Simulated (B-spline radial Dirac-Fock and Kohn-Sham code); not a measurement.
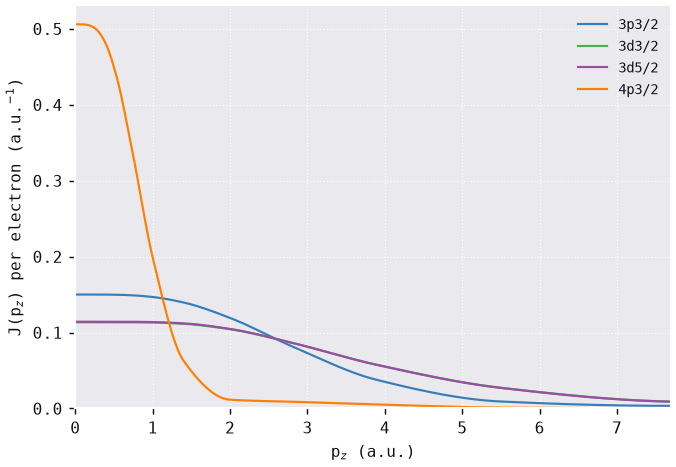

Compton profiles of the subshells 3p3/2, 3d3/2, 3d5/2 and 4p3/2, per electron. System: selenium in charge state +2 (Se²⁺), configuration [Ar] 3d10 4s1 4p3, which is not the ground configuration. The calculation used the impulse approximation on Dirac–Fock orbitals (average of configuration) (a B-spline radial code). Open shells are averaged over j.

Summarise the result.

3p3/2: J(0) = 0.150, half width 3.0 a.u., ⟨p⟩ = 5.00 a.u.; 3d3/2: J(0) = 0.114, half width 3.9 a.u., ⟨p⟩ = 5.55 a.u.; 3d5/2: J(0) = 0.114, half width 3.9 a.u., ⟨p⟩ = 5.52 a.u.; 4p3/2: J(0) = 0.506, half width 0.90 a.u., ⟨p⟩ = 1.45 a.u. Of these the tallest at pz = 0 is 4p3/2.
